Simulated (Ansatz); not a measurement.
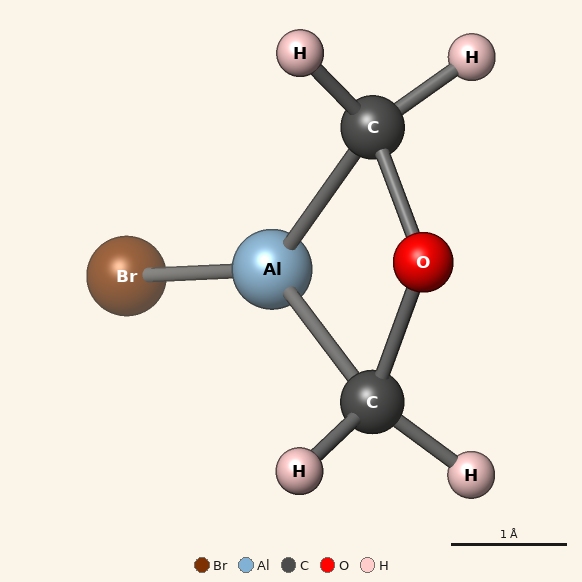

Atoms fade into the background with distance from the viewer. The computed structure is the end point of a PBE-D4/def2-SVP optimisation. No frequency run is at hand to confirm it as a minimum. Masses are those of the most abundant isotopes; constants are for the rigid equilibrium geometry.

**Classify the rotor and give the rotational constants (cm⁻¹).**

An asymmetric top (C2v): A = 0.329, B = 0.0327, C = 0.0301 cm⁻¹. Ray's parameter κ is −0.98, close to the prolate limit.
